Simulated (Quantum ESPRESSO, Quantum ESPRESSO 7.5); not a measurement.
# Cr(110), 5 layers: k-mesh convergence

Which setting serves for Cr(110), 5 layers? The runs below step through one kind of setting.

Main program and level: Quantum ESPRESSO 7.5; plane-wave DFT, PBE, SG15 norm-conserving pseudopotentials.

### 1. The structure

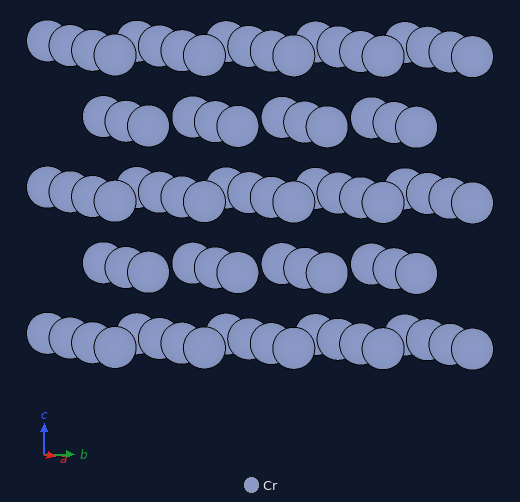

Start, viewed from the side, with the c axis up; chromium light blue. 3×4×1 cells are drawn. Some periodic images of atoms are drawn too.

The cell holds 5 atoms: 5 Cr. Its edges and angles: a = 2.494 Å, b = 2.494 Å, c = 24.146 Å, α = 90.0°, β = 90.0°, γ = 70.5°. It derives from Cr. Vacuum lies along c.

This run has no spin polarisation, although Cr can carry a moment. A spin-polarised state was not tried and may lie lower.

### 2. SCF with pw.x: 27×27×1 points

The first run is the reference of the series.

The input, c0.in:

```
&control
  prefix = 'c0'
  outdir = './out'
  pseudo_dir = './pseudo'
  calculation = 'scf'
  tprnfor = .true.
/
&system
  ibrav = 0
  nat = 5
  ntyp = 1
  ecutwfc = 60
  ecutrho = 240
  occupations = 'smearing'
  smearing = 'mv'
  degauss = 0.02
  assume_isolated = 'esm'
  esm_bc = 'bc1'
/
&electrons
  conv_thr = 1e-07
  mixing_beta = 0.4
  electron_maxstep = 120
  mixing_mode = 'local-TF'
/
ATOMIC_SPECIES
  Cr  51.9961  Cr_ONCV_PBE-1.2.upf
CELL_PARAMETERS angstrom
  2.03646752981726 -1.44000000000000 0.00000000000000
  2.03646752981726 1.44000000000000 0.00000000000000
  0.00000000000000 0.00000000000000 24.14587011926903
ATOMIC_POSITIONS crystal
  Cr  0.000000000000 0.000000000000 -0.168680401225
  Cr  0.500000000000 0.500000000000 -0.084340200612
  Cr  0.000000000000 0.000000000000 0.000000000000
  Cr  0.500000000000 0.500000000000 0.084340200612
  Cr  0.000000000000 0.000000000000 0.168680401225
K_POINTS automatic
  27 27 1 0 0 0
```

Command:

```
$ OMP_NUM_THREADS=1 mpirun -n 4 pw.x -nk 4 -in c0.in > c0.out
```

Log:

```text
Program PWSCF v.7.5 starts
[citation notice left out]

     Parallel version (MPI & OpenMP), running on       4 processor cores
     Number of MPI processes:                 4
     Threads/MPI process:                     1

     MPI processes distributed on     1 nodes
[...]
Current dimensions of program PWSCF are:
     Max number of different atomic species (ntypx) = 10
     Max number of k-points (npk) =  40000
     Max angular momentum in pseudopotentials (lmaxx) =  4
     Message from routine setup:
     using ibrav=0 with symmetry is DISCOURAGED, use correct ibrav instead

     K-points division:     npool     =       4
     Subspace diagonalization in iterative solution of the eigenvalue problem:
     a serial algorithm will be used

     G-vector sticks info
     --------------------
     sticks:   dense  smooth     PW     G-vecs:    dense   smooth      PW
     Sum         399     399    129                60123    60123   11265

     Using Slab Decomposition

     bravais-lattice index     =            0
     lattice parameter (alat)  =       4.7133  a.u.
     unit-cell volume          =     955.6733 (a.u.)^3
     number of atoms/cell      =            5
     number of atomic types    =            1
     number of electrons       =        70.00
     number of Kohn-Sham states=           42
     kinetic-energy cutoff     =      60.0000  Ry
     charge density cutoff     =     240.0000  Ry
     scf convergence threshold =      1.0E-07
     mixing beta               =       0.4000
     number of iterations used =            8  local-TF  mixing
     Exchange-correlation= PBE
                           (   1   4   3   4   0   0   0)

     Effective Screening Medium Method
     =================================
     Boundary Conditions: Vacuum-Slab-Vacuum
     total charge in unit cell        =   0.0000
     grid points for fit at edges     =        4

     celldm(1)=   4.713266  celldm(2)=   0.000000  celldm(3)=   0.000000
     celldm(4)=   0.000000  celldm(5)=   0.000000  celldm(6)=   0.000000

     crystal axes: (cart. coord. in units of alat)
               a(1) = (   0.816497  -0.577350   0.000000 )
               a(2) = (   0.816497   0.577350   0.000000 )
               a(3) = (   0.000000   0.000000   9.680989 )

     reciprocal axes: (cart. coord. in units 2 pi/alat)
               b(1) = (  0.612372 -0.866025  0.000000 )
               b(2) = (  0.612372  0.866025 -0.000000 )
               b(3) = ( -0.000000  0.000000  0.103295 )

     PseudoPot. # 1 for Cr read from file:
     ./pseudo/Cr_ONCV_PBE-1.2.upf
     Pseudo is Norm-conserving, Zval = 14.0
     Generated using ONCVPSP code by D. R. Hamann
     Using radial grid of  602 points,  6 beta functions with:
                l(1) =   0
                l(2) =   0
                l(3) =   1
                l(4) =   1
                l(5) =   2
                l(6) =   2

     atomic species   valence    mass     pseudopotential
     Cr               14.00    51.99610     Cr( 1.00)

      8 Sym. Ops., with inversion, found

   Cartesian axes

     site n.     atom                  positions (alat units)
         1        Cr     tau(   1) = (   0.0000000   0.0000000  -1.6329932  )
         2        Cr     tau(   2) = (   0.8164966   0.0000000  -0.8164966  )
         3        Cr     tau(   3) = (   0.0000000   0.0000000   0.0000000  )
         4        Cr     tau(   4) = (   0.8164966   0.0000000   0.8164966  )
         5        Cr     tau(   5) = (   0.0000000   0.0000000   1.6329932  )

     number of k points=   196  Marzari-Vanderbilt smearing, width (Ry)=  0.0200

     Number of k-points >= 100: set verbosity='high' to print them.

     Dense  grid:    60123 G-vectors     FFT dimensions: (  24,  24, 225)

     Estimated max dynamical RAM per process >     311.53 MB

     Estimated total dynamical RAM >       1.17 GB

     Initial potential from superposition of free atoms

     starting charge      69.6623, renormalised to      70.0000

     negative rho (up, down):  2.653E-04 0.000E+00
     Starting wfcs are random

     total cpu time spent up to now is        5.1 secs

     per-process dynamical memory:   289.4 Mb

     Self-consistent Calculation

     iteration #  1     ecut=    60.00 Ry     beta= 0.40
     Davidson diagonalization with overlap
     c_bands:  1 eigenvalues not converged
     c_bands:  1 eigenvalues not converged
     ethr =  1.00E-02,  avg # of iterations = 38.4

     negative rho (up, down):  1.437E-06 0.000E+00

     total cpu time spent up to now is      135.2 secs

     total energy              =    -836.01488837 Ry
     estimated scf accuracy    <       1.30438292 Ry

     iteration #  2     ecut=    60.00 Ry     beta= 0.40
[...]
c_bands:  1 eigenvalues not converged
     c_bands:  1 eigenvalues not converged
     c_bands:  1 eigenvalues not converged
     c_bands:  1 eigenvalues not converged
[...]
negative rho (up, down):  2.672E-07 0.000E+00

[...]
total energy              =    -837.07743901 Ry
     estimated scf accuracy    <       0.36249257 Ry

     iteration #  3     ecut=    60.00 Ry     beta= 0.40
[...]
c_bands:  1 eigenvalues not converged
     c_bands:  1 eigenvalues not converged
     c_bands:  1 eigenvalues not converged
     c_bands:  5 eigenvalues not converged
     c_bands:  3 eigenvalues not converged
     c_bands:  1 eigenvalues not converged
     c_bands:  1 eigenvalues not converged
     c_bands:  3 eigenvalues not converged
     c_bands:  2 eigenvalues not converged
     c_bands:  1 eigenvalues not converged
     c_bands:  1 eigenvalues not converged
     c_bands:  1 eigenvalues not converged
     c_bands:  4 eigenvalues not converged
     c_bands:  5 eigenvalues not converged
     c_bands:  3 eigenvalues not converged
     c_bands:  1 eigenvalues not converged
     c_bands:  2 eigenvalues not converged
[...]
negative rho (up, down):  7.676E-07 0.000E+00

[...]
total energy              =    -837.47007105 Ry
     estimated scf accuracy    <       0.21397575 Ry

     iteration #  4     ecut=    60.00 Ry     beta= 0.40
[...]
c_bands:  1 eigenvalues not converged
     c_bands:  1 eigenvalues not converged
     c_bands:  2 eigenvalues not converged
[...]
total energy              =    -837.49433861 Ry
     estimated scf accuracy    <       0.13016925 Ry

     iteration #  5     ecut=    60.00 Ry     beta= 0.40
[...]
c_bands:  1 eigenvalues not converged
     c_bands:  1 eigenvalues not converged
     c_bands:  2 eigenvalues not converged
     c_bands:  2 eigenvalues not converged
     c_bands:  1 eigenvalues not converged
     c_bands:  1 eigenvalues not converged
     c_bands:  2 eigenvalues not converged
     c_bands:  2 eigenvalues not converged
     c_bands:  1 eigenvalues not converged
     c_bands:  5 eigenvalues not converged
     c_bands:  4 eigenvalues not converged
     c_bands:  3 eigenvalues not converged
     c_bands:  2 eigenvalues not converged
     c_bands:  1 eigenvalues not converged
     c_bands:  4 eigenvalues not converged
     c_bands:  3 eigenvalues not converged
     c_bands:  5 eigenvalues not converged
     c_bands:  4 eigenvalues not converged
     c_bands:  2 eigenvalues not converged
     c_bands:  3 eigenvalues not converged
     c_bands:  2 eigenvalues not converged
[...]
negative rho (up, down):  4.274E-05 0.000E+00

[...]
total energy              =    -837.60707184 Ry
     estimated scf accuracy    <       0.00005774 Ry

     iteration # 25     ecut=    60.00 Ry     beta= 0.40
[...]
c_bands:  5 eigenvalues not converged
     c_bands:  4 eigenvalues not converged
     c_bands:  5 eigenvalues not converged
     c_bands:  1 eigenvalues not converged
     c_bands:  2 eigenvalues not converged
     c_bands:  3 eigenvalues not converged
     c_bands:  5 eigenvalues not converged
     c_bands:  4 eigenvalues not converged
     c_bands:  4 eigenvalues not converged
     c_bands:  3 eigenvalues not converged
     c_bands:  3 eigenvalues not converged
[...]
negative rho (up, down):  2.921E-07 0.000E+00

[...]
total energy              =    -837.60692205 Ry
     estimated scf accuracy    <       0.00001237 Ry

     iteration # 26     ecut=    60.00 Ry     beta= 0.40
[...]
c_bands:  4 eigenvalues not converged
     c_bands:  1 eigenvalues not converged
     c_bands:  4 eigenvalues not converged
     c_bands:  2 eigenvalues not converged
     c_bands:  2 eigenvalues not converged
     c_bands:  1 eigenvalues not converged
     c_bands:  2 eigenvalues not converged
[...]
negative rho (up, down):  2.704E-05 0.000E+00

[...]
total energy              =    -837.60674772 Ry
     estimated scf accuracy    <       0.00000744 Ry

     iteration # 27     ecut=    60.00 Ry     beta= 0.40
[...]
c_bands:  1 eigenvalues not converged
     c_bands:  1 eigenvalues not converged
     c_bands:  2 eigenvalues not converged
     c_bands:  1 eigenvalues not converged
     c_bands:  1 eigenvalues not converged
     c_bands:  1 eigenvalues not converged
     c_bands:  4 eigenvalues not converged
     c_bands:  2 eigenvalues not converged
     c_bands:  1 eigenvalues not converged
     c_bands:  1 eigenvalues not converged
     c_bands:  1 eigenvalues not converged
[...]
negative rho (up, down):  2.344E-05 0.000E+00

[...]
total energy              =    -837.60675269 Ry
     estimated scf accuracy    <       0.00000044 Ry

     iteration # 28     ecut=    60.00 Ry     beta= 0.40
[...]
c_bands:  5 eigenvalues not converged
     c_bands:  3 eigenvalues not converged
     c_bands:  3 eigenvalues not converged
     c_bands:  2 eigenvalues not converged
     c_bands:  3 eigenvalues not converged
     c_bands:  3 eigenvalues not converged
     c_bands:  3 eigenvalues not converged
     c_bands:  2 eigenvalues not converged
     c_bands:  2 eigenvalues not converged
     c_bands:  4 eigenvalues not converged
     c_bands:  1 eigenvalues not converged
     c_bands:  1 eigenvalues not converged
     c_bands:  5 eigenvalues not converged
     c_bands:  5 eigenvalues not converged
     c_bands:  3 eigenvalues not converged
     c_bands:  3 eigenvalues not converged
     c_bands:  2 eigenvalues not converged
     c_bands:  2 eigenvalues not converged
     c_bands:  2 eigenvalues not converged
     c_bands:  2 eigenvalues not converged
     c_bands:  1 eigenvalues not converged
     c_bands:  1 eigenvalues not converged
     c_bands:  4 eigenvalues not converged
     c_bands:  4 eigenvalues not converged
     c_bands:  4 eigenvalues not converged
     c_bands:  2 eigenvalues not converged
     c_bands:  5 eigenvalues not converged
     c_bands:  1 eigenvalues not converged
     c_bands:  5 eigenvalues not converged
     c_bands:  1 eigenvalues not converged
     c_bands:  4 eigenvalues not converged
     c_bands:  2 eigenvalues not converged
[...]
negative rho (up, down):  1.475E-05 0.000E+00

[...]
total energy              =    -837.60676279 Ry
     estimated scf accuracy    <       0.00000171 Ry

     iteration # 29     ecut=    60.00 Ry     beta= 0.40
[...]
c_bands:  5 eigenvalues not converged
     c_bands:  1 eigenvalues not converged
     c_bands:  3 eigenvalues not converged
     c_bands:  1 eigenvalues not converged
     c_bands:  3 eigenvalues not converged
     c_bands:  1 eigenvalues not converged
     c_bands:  4 eigenvalues not converged
     c_bands:  5 eigenvalues not converged
     c_bands:  1 eigenvalues not converged
     c_bands:  2 eigenvalues not converged
     c_bands:  2 eigenvalues not converged
     c_bands:  4 eigenvalues not converged
     c_bands:  5 eigenvalues not converged
     c_bands:  1 eigenvalues not converged
     c_bands:  1 eigenvalues not converged
[...]
negative rho (up, down):  1.818E-05 0.000E+00

[...]
total energy              =    -837.60676556 Ry
     estimated scf accuracy    <       0.00000049 Ry

     iteration # 30     ecut=    60.00 Ry     beta= 0.40
[...]
c_bands:  2 eigenvalues not converged
     c_bands:  2 eigenvalues not converged
     c_bands:  1 eigenvalues not converged
[...]
negative rho (up, down):  2.910E-05 0.000E+00

[...]
total energy              =    -837.60675264 Ry
     estimated scf accuracy    <       0.00000107 Ry

     iteration # 31     ecut=    60.00 Ry     beta= 0.40
[...]
c_bands:  1 eigenvalues not converged
[...]
End of self-consistent calculation

     Number of k-points >= 100: set verbosity='high' to print the bands.

     the Fermi energy is    -4.8881 ev

!    total energy              =    -837.60677704 Ry
     estimated scf accuracy    <       0.00000002 Ry
     smearing contrib. (-TS)   =      -0.00112135 Ry
     internal energy E=F+TS    =    -837.60565570 Ry

     The total energy is F=E-TS. E is the sum of the following terms:
     one-electron contribution =   18356.52349095 Ry
     hartree contribution      =   -9205.28246337 Ry
     xc contribution           =     -94.95405412 Ry
     ewald contribution        =   -9893.89262916 Ry

     convergence has been achieved in  31 iterations

     Forces acting on atoms (cartesian axes, Ry/au):

     atom    1 type  1   force =     0.00000000    0.00000000    0.02829931
     atom    2 type  1   force =     0.00000000    0.00000000   -0.01881819
     atom    3 type  1   force =     0.00000000    0.00000000    0.00000000
     atom    4 type  1   force =     0.00000000    0.00000000    0.01881819
     atom    5 type  1   force =     0.00000000    0.00000000   -0.02829931

     Total force =     0.048062     Total SCF correction =     0.000917

[...]
=------------------------------------------------------------------------------=
   JOB DONE.
=------------------------------------------------------------------------------=
[...]
```

Wall time 16 min (4 MPI ranks of Intel Xeon 6975P-C (Granite Rapids), shared host); peak memory 1.4 GiB.

Read from the output:

| Item | Value |
| --- | --- |
| free energy | -11396.2208 eV |
| Fermi energy | -4.888 eV |
| vacuum line at the lower end of the cell, over the Fermi level | 4.888 eV |
| vacuum line at the upper end of the cell, over the Fermi level | 4.888 eV |

The potential energy, planar mean oscillates, so the rows of the table below give means over windows of 2.03 Å about each position, cut where the curve ends. Its maxima inside the range that stand out by 2 % of the span (Å: eV): -3.0: -2.03, -1.0: -2.11, 1.0: -2.11, 3.0: -2.03. Its minima: -4.1: -13.6, -2.0: -14.0, 0.0: -13.9, 2.0: -14.0, 4.1: -13.6.

Electrostatic potential energy of an electron; zero at the Fermi level. The potential energy, planar mean by z; means over each step:

```
 z (Å)  potential energy, planar mean (eV)
-11.00                                4.89
 -8.97                                4.89
 -6.95                                4.75
 -4.92                               -3.61
 -2.89                               -7.76
 -0.86                               -7.83
  1.17                               -7.84
  3.20                               -7.71
  5.23                              -0.832
  7.26                                4.83
  9.29                                4.89
 11.32                                4.89
```

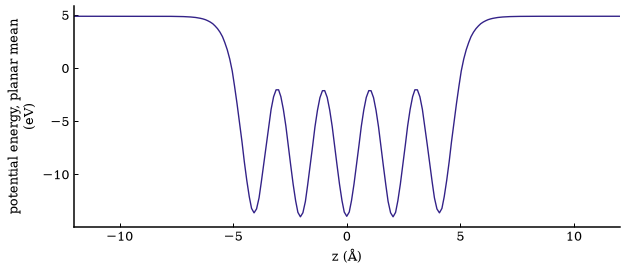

Potential energy, planar mean against z.

The program's own clock; routines nest. Time by routine:

```
     routine  wall time (s)   calls
       PWSCF          951.9       1
   electrons            945       1
     c_bands          890.5      31
     cegterg          735.3    1666
       h_psi            499   23209
    vloc_psi          390.2   23209
        fftw          351.8  732322
      calbec          57.61   23405
h_psi:calbec          56.64   23209
  add_vuspsi          47.81   23209
    sum_band          46.04      31
     cdiaghg          28.06   23111
   init_us_2           8.75    3136
       g_psi           7.46   21494
```

The vacuum levels are read from the outermost 0.7 Å of the cell on either side.

The run needed 31 iterations to bring the estimated error under 1e-07 Ry; the largest force on any atom, held or free, is 0.73 eV/Å.

Inside the slab this potential holds the local part of the pseudopotentials, which can be repulsive at the nuclei; only its value in the vacuum has a meaning of its own.

[end of part 1 of 3]

[Logs are printed without paths, hosts, clocks, repeated set-up lines and the standing remarks that a program may print on its own settings, such as how far it seeks lower states.]

[Hosts, paths, dates, database ids (printed as entryN), source tags and the programs' standing remarks are cut or masked in the printed files.]

[Maps of the electrostatic potential energy from Ansatz leave out the sawtooth potential of an applied field or a dipole correction, so their vacuum need not be flat; planar profiles and work functions include it.]
